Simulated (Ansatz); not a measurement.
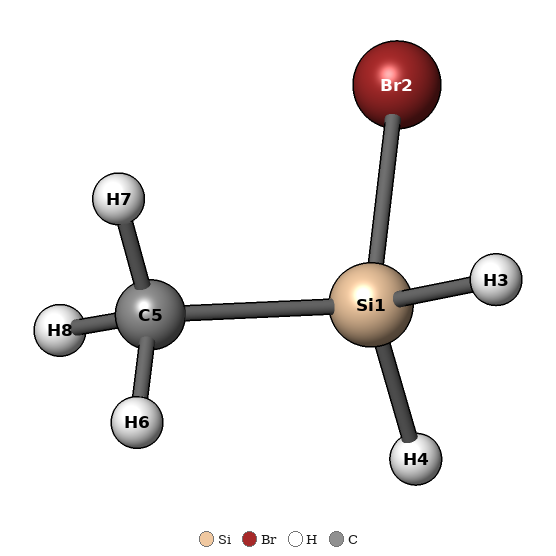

Sticks follow a distance rule. Harmonic vibrations computed with RKS PBE0-D4/def2-TZVP (Ansatz 0.2.0) at a stationary point of the same level.

Q: Minimum or transition state?

A: A minimum: no imaginary frequency, and the lowest mode lies at 165 cm⁻¹.

Q: List the wavenumbers.

A: 18 modes: 165, 176, 414, 485, 654, 692, 749, 883, 897, 954, 1277, 1441, 1448, 2238, 2245, 3053, 3138, 3151 cm⁻¹.
